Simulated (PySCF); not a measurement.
# FSr (SrF): the cost of one run

Programs: PySCF 2.14.0, with routines of our own; each step states its level. All values are computed. Atoms count from 0.

## Step 1: The starting structure

2 atoms, charge 0, multiplicity 2; geometry from: GFN2-xTB.

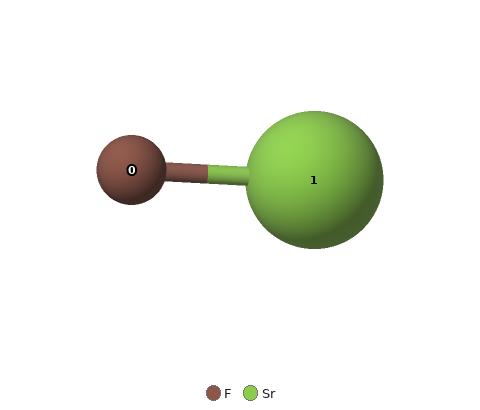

The starting geometry (fluorine brown, strontium green); sticks join atoms by distance alone.

## Step 2: Optimising the geometry at PBE0-D3(BJ)/def2-SVP

What the job is given:

```
{"job": {"xc": "PBE0", "basis": "def2-SVP", "d3": "d3bj", "grid": 1, "maxiter": 30, "shake": 0.01, "kind": "geom"}, "charge": 0, "multiplicity": 2}
F      0.991820    -0.028060     0.000880
Sr    -0.974330    -0.000750    -0.013000
```

On the command line:

```bash
$ OMP_NUM_THREADS=1 python heavy_run.py task.json out
```

One launch serves the whole session: the jobs run in the order shown.

Q: Estimate the wall time and peak memory of this first job on 1 thread of Intel Xeon Platinum 8259CL at 2.50GHz, shared host.

About 6.2 s, with a peak of 0.25 GiB.
